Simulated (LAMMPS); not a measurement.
An MD run on a melt made from Au (fcc), 4000 atoms, at 1740 K and 5 GPa, brought to that temperature within a few picoseconds.

Computed with classical MD, pair style eam, the elements' _u3.eam files (universal-3 set of Foiles, Baskes and Daw), run in LAMMPS.

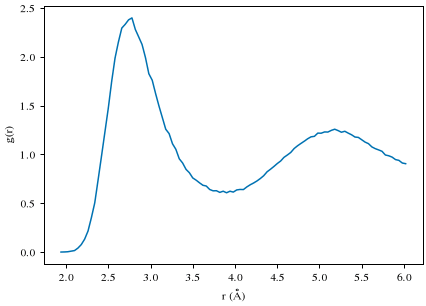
Figure: g(r) against r (Å)

Read from the full data:
- state found: liquid
- first peak of g(r): 2.74 Å, height 2.4
- coordination number: 12.9 (counted to 3.86 Å)

Caution: a run this short can hold a crystal over, or a liquid under, the potential's own melting point, which these runs don't give.
